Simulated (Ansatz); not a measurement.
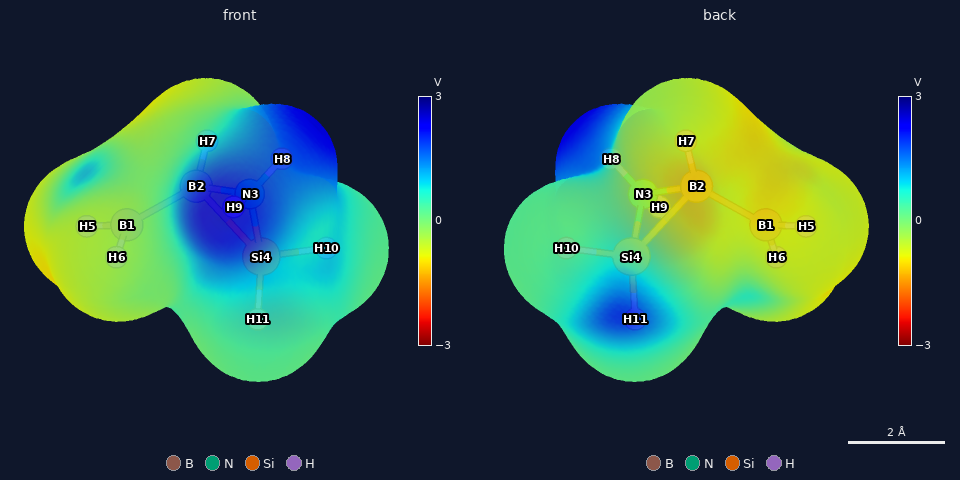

Figure. B2H7NSi. The molecular electrostatic potential painted on the density surface at 0.002 e/bohr³, seen from the front and from behind; the colour scale runs from red (negative) to blue (positive).

Theory: RHF/def2-SVP (Ansatz 0.2.0).

Input file:

```
crystal:
  periodic: [false, false, false]
  atoms:
    - { symbol: B, position_ang: [-1.1189, 1.6086, -0.1672] }
    - { symbol: B, position_ang: [0.3679, 1.0246, -0.1839] }
    - { symbol: "N", position_ang: [0.7292, -0.0757, 0.7786] }
    - { symbol: Si, position_ang: [0.2802, -1.6309, 0.1109] }
    - { symbol: H, position_ang: [-1.4328, 2.5595, -0.8962] }
    - { symbol: H, position_ang: [-1.996, 1.197, 0.5165] }
    - { symbol: H, position_ang: [1.2308, 1.5717, -0.8202] }
    - { symbol: H, position_ang: [1.8442, -0.103, 0.7985] }
    - { symbol: H, position_ang: [-0.03553, -0.20247, 1.47194] }
    - { symbol: H, position_ang: [0.7963, -1.8443, -1.1952] }
    - { symbol: H, position_ang: [0.622, -2.7339, 1.0224] }
basis:
  gaussian: { orbitals: def2-SVP }
hamiltonian:
  xc: hf
relax:
  f_tol: 0.02
  max_steps: 50
output:
  orbitals: {}
```

Run with:

```sh
ansatz run input.yaml --threads 2 --pin off --max-ram 3072MiB --backend cpu --events-out ev --progress --plain --runs-dir out
```

The fields are those of the relaxed geometry.

Where is the surface potential most negative and most positive?

Answer. The most negative region (about −1.0 V) lies over H7, the most positive (about +2.4 V) over H8 and H9.
